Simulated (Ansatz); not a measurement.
# BFH$_{6}$NSi (SMILES [NH3+]B(F)[SiH3]) (charge +1): what the fields show

The calculation's input:

```
crystal:
  periodic: [false, false, false]
  atoms:
    - { symbol: "N", position_ang: [-0.51779, 1.11798, -0.94255] }
    - { symbol: B, position_ang: [0.18527, -0.25072, -0.61105] }
    - { symbol: F, position_ang: [0.57567, -0.80562, -1.70713] }
    - { symbol: Si, position_ang: [0.422, -0.9886, 1.26494] }
    - { symbol: H, position_ang: [-0.02848, 1.90297, -0.4988] }
    - { symbol: H, position_ang: [-1.48363, 1.13483, -0.59671] }
    - { symbol: H, position_ang: [-0.53587, 1.28201, -1.95866] }
    - { symbol: H, position_ang: [-0.30478, -2.24964, 1.3524] }
    - { symbol: H, position_ang: [-0.16039, 0.00287, 2.17425] }
    - { symbol: H, position_ang: [1.848, -1.14609, 1.52332] }
total_charge: 1
basis:
  gaussian: { orbitals: def2-SVP }
hamiltonian:
  xc: hf
relax:
  f_tol: 0.015
  max_steps: 40
output:
  orbitals: {}
```

Run with:

```sh
ansatz run input.yaml --threads 1 --pin off --max-ram 2048MiB --backend cpu --events-out ev --progress --plain --runs-dir out
```

The fields are those of the relaxed geometry.

Computed with RHF/def2-SVP (Ansatz).

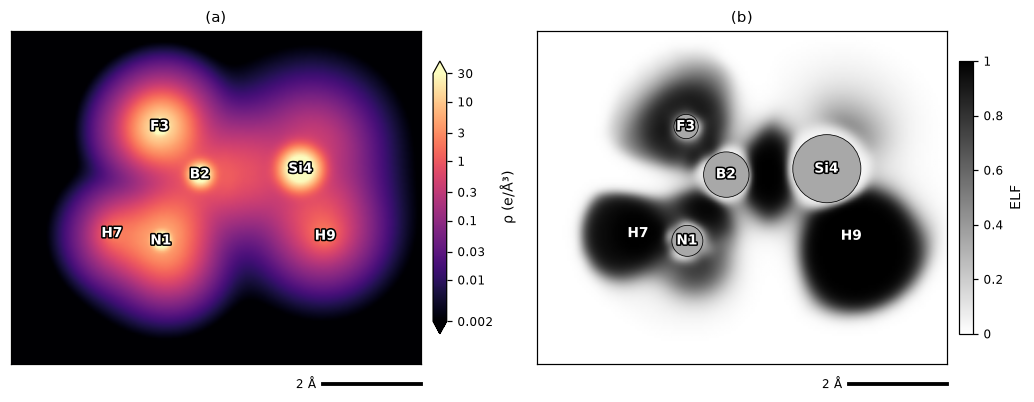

Figure 1. (a) total electron density; (b) electron localisation function on the plane of atoms N1, B2 and Si4. Grey discs cover the atomic cores in the ELF map.

Describe what can be read from this map.

- Atoms in the plane: N, B, F, Si and H.
- B–F (1.29 Å): the density is about 2.4 e/Å³ at the midpoint; the ELF peaks at about 0.85 between the atoms, as expected for a shared but strongly polarised pair.
- B–N (1.58 Å): the density is about 1.4 e/Å³ at the midpoint; the ELF peaks at about 1 between the atoms (a shared but strongly polarised pair).
- Si–B (2.07 Å): ρ at the midpoint is about 0.79 e/Å³; the ELF peaks at about 1 between the atoms; localised, covalent bonding.
- N–H (1.02 Å): ρ is about 3 e/Å³ halfway; the ELF climbs to about 1 towards the hydrogen, as it does in any bond to H (a covalent bond by its length).
- Si–H (1.48 Å): ρ at the midpoint is about 0.78 e/Å³; the ELF climbs to about 1 towards the hydrogen.
- The ELF also peaks beside F3, away from the bonds: lone-pair regions.

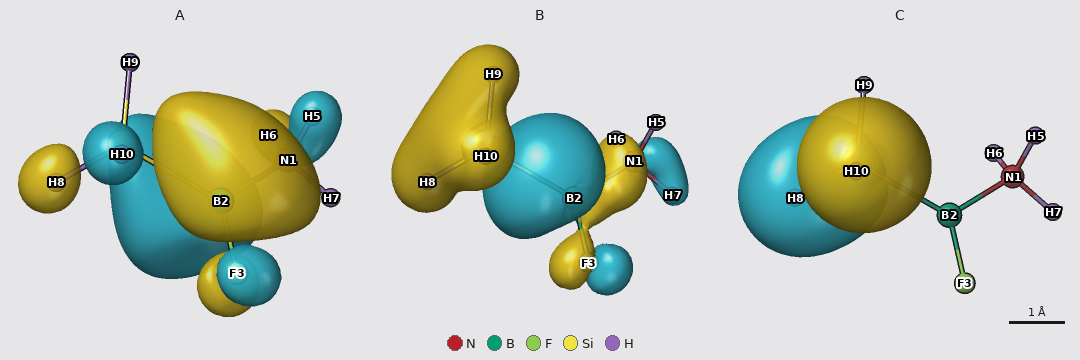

Figure 2. Three frontier orbitals at ±0.1 Å⁻³ᐟ² (yellow and cyan are the two phases), in no order.

Order the three orbitals by energy and name them.

C is the HOMO−1 (−17.64 eV). Its weight (Hirshfeld) is mainly on Si4 (about 45 %), H8 (about 25 %) and H10 (about 25 %). B is the HOMO (−17.10 eV). It lies mainly on Si4 (about 35 %), B2 (about 35 %), F3 (about 5 %) and N1 (about 5 %). A is the LUMO (−2.88 eV). By Hirshfeld shares it lies mainly on B2 (about 55 %), Si4 (about 20 %), F3 (about 10 %) and N1 (about 5 %).

What is the HOMO–LUMO gap?

14.22 eV between the orbital energies.

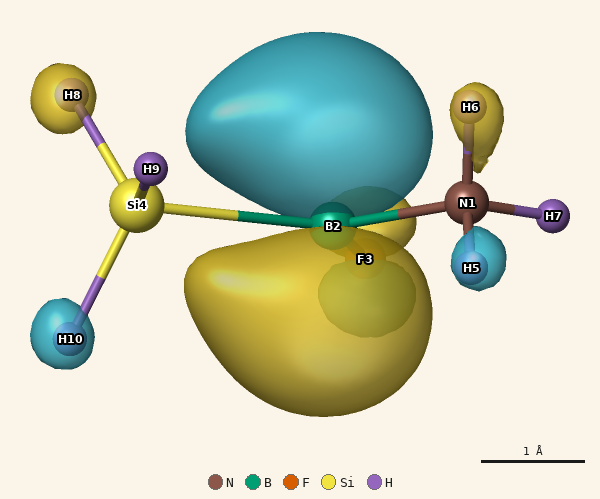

Figure 3. One frontier orbital at ±0.15 Å⁻³ᐟ² (yellow and cyan are the two phases), seen from one side.

Which orbital is it: HOMO or LUMO?

The LUMO, at −2.88 eV. It lies mainly on B2 (about 55 %), Si4 (about 20 %), F3 (about 10 %) and N1 (about 5 %).
